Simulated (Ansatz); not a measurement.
Consider FGeH5SiZn (SMILES F[SiH2][GeH2][ZnH]).

Input file:

```
crystal:
  periodic: [false, false, false]
  atoms:
    - symbol: F
      position_ang: [-0.875262, -0.736903, 1.546446]
    - symbol: Ge
      position_ang: [-0.571327, 0.018677, -1.626155]
    - symbol: Si
      position_ang: [-0.207866, 0.490636, 0.686562]
    - symbol: Zn
      position_ang: [-2.780245, -0.884307, -1.967533]
    - symbol: H
      position_ang: [1.226682, 0.581515, 1.082862]
    - symbol: H
      position_ang: [-0.906060, 1.746617, 1.089548]
    - symbol: H
      position_ang: [-0.328770, 1.341311, -2.397849]
    - symbol: H
      position_ang: [0.537424, -0.959074, -2.091124]
    - symbol: H
      position_ang: [-4.212325, -1.464492, -2.169891]
basis:
  gaussian: {orbitals: def2-TZVPD}
magnetization: {spin_polarized: false}
hamiltonian: {xc: pbe0}
output: {forces: true, orbitals: {seedname: orbitals}}
```

Command:

```sh
ansatz run input.yaml --threads 2 --pin off --max-ram 4350MiB --events-out events.jsonl --progress --plain --runs-dir runs
```

Geometry: B3LYP-D3(BJ)/def2-SVP.

All numbers below come from Ansatz 0.2.0, isolated molecule in a Gaussian basis; Kohn-Sham density functional theory, functional PBE0.

### Predict the electron density and electron localisation function between the atoms.

Si–F (1.64 Å): the density is about 1.1 e/Å³ at the midpoint; the ELF peaks at about 0.85 in the valence shell of F, 0.6 Å from its nucleus, and is about 0.55 at the midpoint.
Si–Ge (2.39 Å): ρ is about 0.61 e/Å³ halfway; the ELF peaks at about 0.95 between the atoms (a shared electron pair).

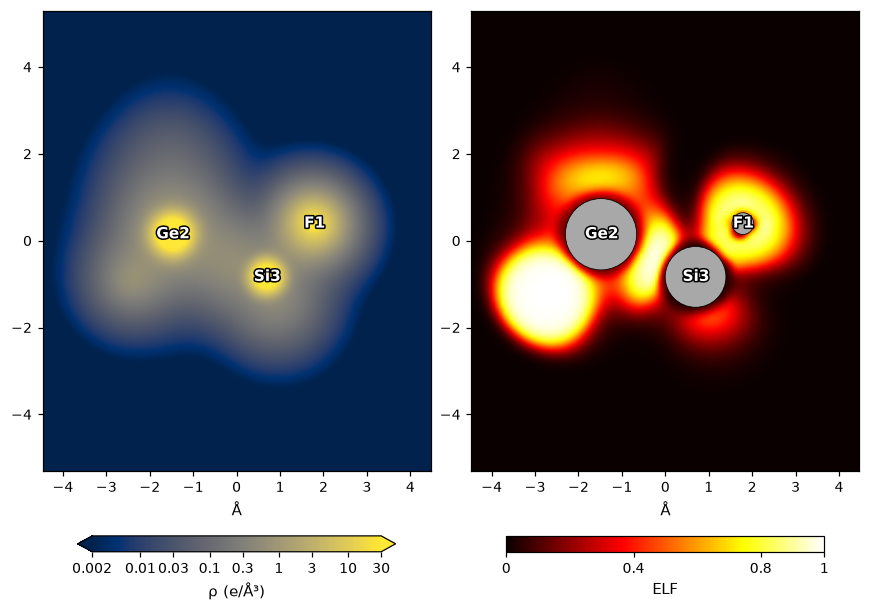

Computed electron density and electron localisation function on the plane of atoms F1, Si3 and Ge2, in this order. Grey discs cover the atomic cores in the ELF map. 
